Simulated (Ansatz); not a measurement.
**Ga$_{3}$AsN$_{2}$: density, localisation and related maps**

```cif
data_structure
_symmetry_space_group_name_H-M 'P 1'
_symmetry_Int_Tables_number 1
_cell_length_a 3.4775
_cell_length_b 3.4775
_cell_length_c 14.4420
_cell_angle_alpha 90.000
_cell_angle_beta 90.000
_cell_angle_gamma 90.000
_cell_volume 174.65
loop_
_atom_site_label
_atom_site_type_symbol
_atom_site_fract_x
_atom_site_fract_y
_atom_site_fract_z
_atom_site_occupancy
N1 N 0.00000 0.00000 0.18116 1
N2 N 0.50000 0.50000 0.68116 1
Ga1 Ga 0.00000 0.50000 0.25000 1
Ga2 Ga 0.50000 0.00000 0.75000 1
N3 N 0.50000 0.50000 0.31884 1
N4 N 0.00000 0.00000 0.81884 1
Ga3 Ga 0.50000 0.00000 0.39126 1
Ga4 Ga 0.00000 0.50000 0.89126 1
As1 As 0.50000 0.50000 0.00000 1
As2 As 0.00000 0.00000 0.50000 1
Ga5 Ga 0.50000 0.00000 0.10874 1
Ga6 Ga 0.00000 0.50000 0.60874 1
```

Space group I-4m2; started from the ordered alloy on zincblende lattice prototype, which need not be the ambient phase; computed pressure about 5 GPa in this cell.

These are results of DFT, PBE, plane waves, PAW (Ansatz), not measurements.

Core electrons are frozen (PAW), and the valence fields are smoothed inside the atomic spheres.

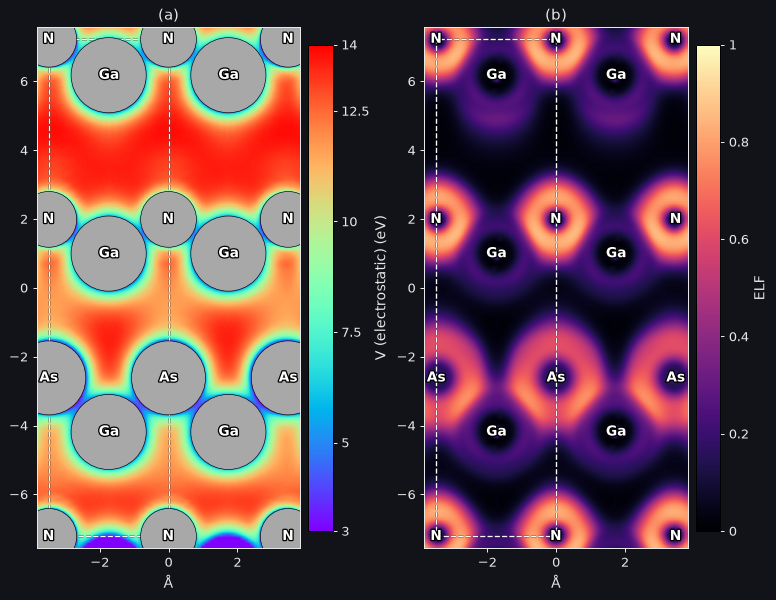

Figure 1. (a) electrostatic potential energy of an electron; (b) ELF on the (010) plane of the conventional cell. Grey discs cover the atomic cores in the potential map.

> Describe what can be read from this map.

- Atoms in the plane: N, Ga and As.
- Ga–N (2.00 Å): the ELF peaks at about 0.85 in the valence shell of N, 0.7 Å from its nucleus, and is about 0.45 at the midpoint.
- Ga–As (2.34 Å): the ELF peaks at about 0.75 between the atoms: localised, covalent bonding.
- Outside the cores the potential energy rises away from the atoms and is highest about 2.3 Å from the nearest atoms; its zero is arbitrary.

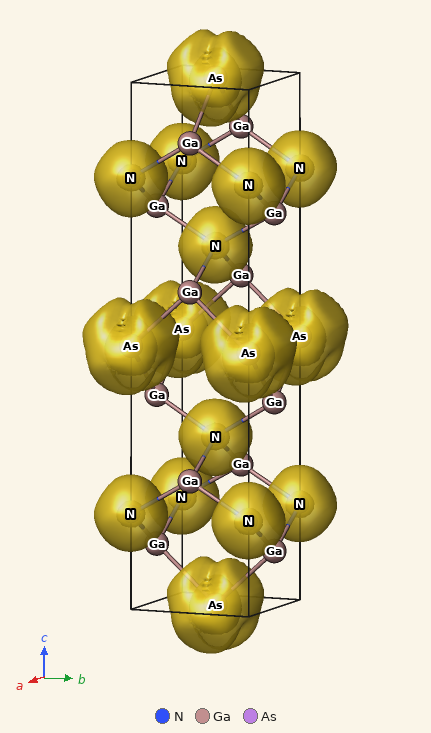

Figure 2. Isosurface of the electron localisation function at 0.6 (yellow), seen slightly off an axis. Only the valence region is drawn (cores and ρ < 0.01 e/Å³ removed). Sticks mark near contacts.

> Describe the localisation domains.

The ELF exceeds this value in two regions on As in which the atom's valence shell and bonds are merged and four regions wrapped around N (the valence shell of each), counted in one cell of 12 atoms. Regions shared between cells count once.
